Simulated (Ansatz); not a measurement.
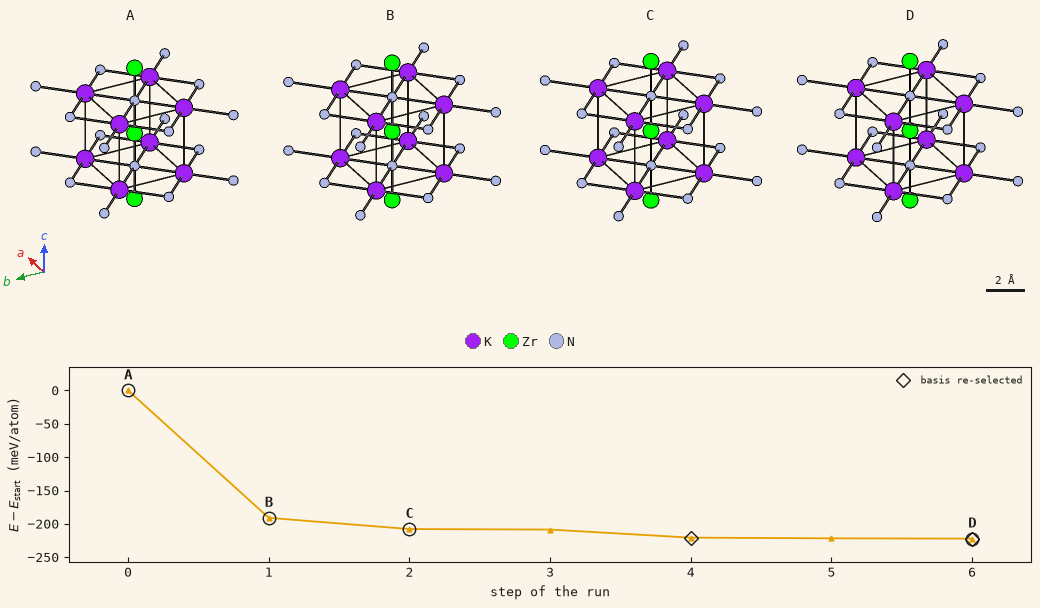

Frames of a relaxation of crystalline KZrN (a generated structure, set up in P4/mmm) (coarse preliminary run), marked on the history of the run. The picture is a ball-and-stick view of the cell of the calculation, seen from a free direction.

Computed with Ansatz 0.2.0, DFT PBE, scalar-relativistic, plane waves, PAW. Set-up: plane-wave cutoff 420 eV; k-point mesh 4 × 4 × 4; occupations gaussian; smearing width 0.1 eV; no spin polarisation; cell and atoms relaxed; force threshold 0.04 eV/Å; at most 70 steps.

What happens along the run?

Answer. The atoms keep their places relative to the cell (all moves are under 0.005 Å). The volume changes by +26.6 %, with a = b 3.856 → 4.210 Å (+9.2 %), c 3.927 → 4.173 Å (+6.2 %). Among the contacts that change: K–Zr 3.360 → 3.635 Å, K–N 2.727 → 2.977 Å, N–Zr 1.964 → 2.086 Å. The space group stays P4/mmm (No. 123). Over 4 accepted moves (6 points after the start) the energy falls by 222 meV per atom. All forces vanish by symmetry, so only the cell relaxes. The pressure goes from 17.80 to 0.13 GPa. The SCF was repeated twice at an unchanged geometry on a basis and grid sized afresh for the cell, which shifted the energy by 12.1 meV per atom at most. The run took 9.6 s on 1 thread of Arm Neoverse V2, on a shared host, peak memory 0.33 GiB. From step 0 to 1: volume +15.3 %, energy −191 meV per atom. From step 1 to 2: volume +5.8 %, energy −16.8 meV per atom. From step 2 to 6: volume +3.9 %, energy −14.4 meV per atom.

| step | E − E(0), meV/atom | pressure, GPa | volume, Å³/atom | note |
| --- | --- | --- | --- | --- |
| 0 | 0.00 | 17.80 | 19.466 |  |
| 1 | -190.97 | 4.26 | 22.438 |  |
| 2 | -207.78 | 0.65 | 23.734 |  |
| 3 | -208.57 | 0.02 | 24.141 |  |
| 4 | -220.68 | 0.60 | 24.141 | same geometry, new basis |
| 5 | -221.69 | 0.12 | 24.648 |  |
| 6 | -222.14 | 0.13 | 24.648 | same geometry, new basis |

Limits of the set-up: the k-point mesh is coarse for a cell with partly filled bands.
